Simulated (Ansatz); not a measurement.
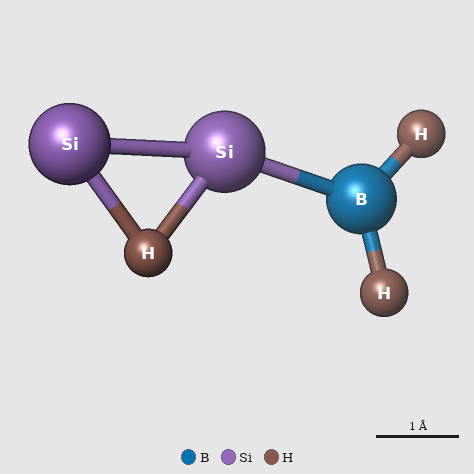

Ball-and-stick drawing of a structure.

Which formula does it have?

BH3Si2, 6 atoms: 1 boron, 3 hydrogen and 2 silicon.

Count the bonded pairs by element.

2 B–H, 2 Si–H, 1 B–Si, 1 Si–Si. Sticks follow a distance rule.

The parts below concern this one geometry. Atoms keep their numbers from picture to picture. The computed structure is the end point of a PBE0-D4/def2-TZVP optimisation. No frequency run is at hand to confirm it as a minimum.

## Electronic properties

No frequency run is at hand to confirm it as a minimum. Level of theory: RKS PBE0-D4/def2-TZVPP (Ansatz 0.2.0).

Estimate the LUMO energy (Kohn–Sham orbital).

−3.16 eV.

Give the HOMO energy (Kohn–Sham orbital) at this level.

−6.41 eV.

## Dipole moment

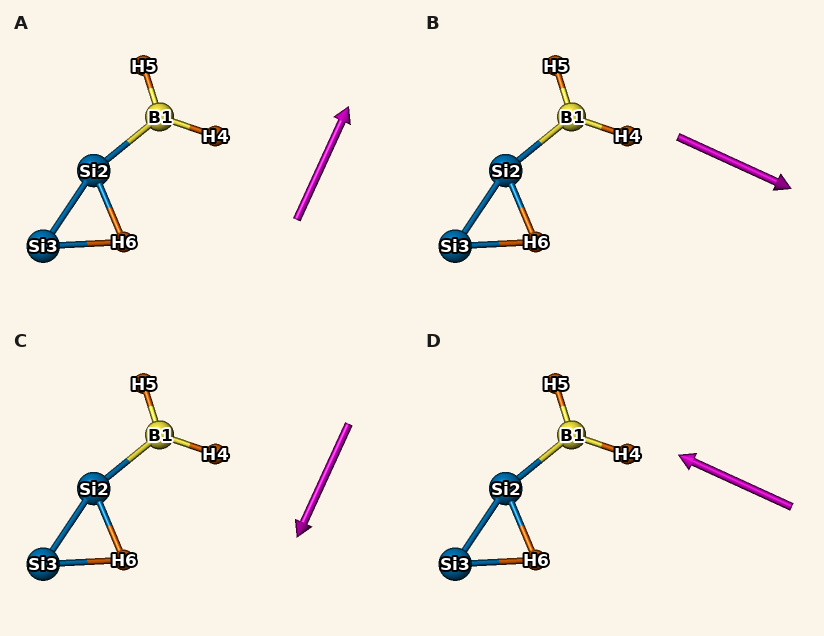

The same molecule four times, each with an arrow. No frequency run is at hand to confirm it as a minimum. Properties computed with RKS PBE0-D4/def2-TZVP (Ansatz 0.2.0).

Which arrow points along the dipole moment, from the negative to the positive end?

D. The dipole moment is 0.25 D; it points from the side of H4 to the side of Si3 (the outermost atoms at the two ends).

## Charges

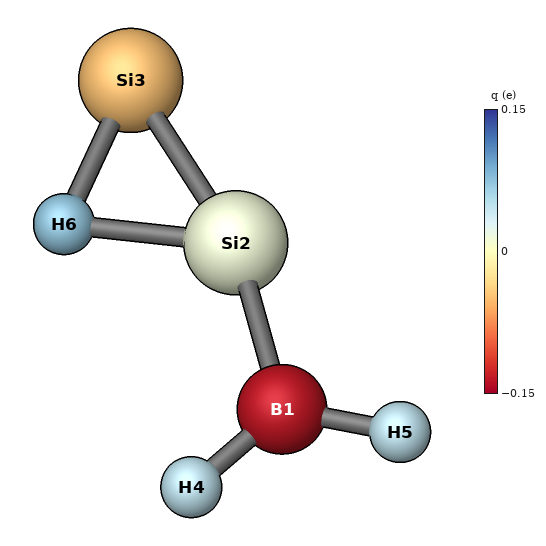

Atoms are coloured by their Mulliken charges. No frequency run is at hand to confirm it as a minimum. Properties computed with RKS PBE0-D4/def2-TZVP (Ansatz 0.2.0).

Give the Mulliken charges atom by atom.

```tsv
atom	value (e)
B1	−0.13
Si2	0.01
Si3	−0.05
H4	0.05
H5	0.05
H6	0.07
```

Mulliken values depend strongly on the basis set and can even reverse the polarity of a bond.
